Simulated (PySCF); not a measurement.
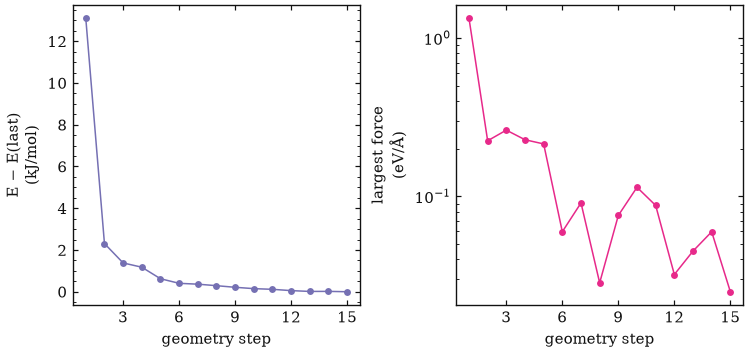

History of a geometry optimisation.

- system: C₄H₇FO₃S (SMILES CO/C(F)=C/S(C)(=O)=O)
- method: PBE0-D3(BJ)/def2-SVP, geometry optimisation in PySCF

How did the optimisation end?

Answer. The optimisation met its thresholds at geometry 15, counting the start as the first. The energy fell by about 13 kJ/mol from the first step to the last. The largest force goes from about 1.3 eV/Å at the start to 0.025 eV/Å at the end.
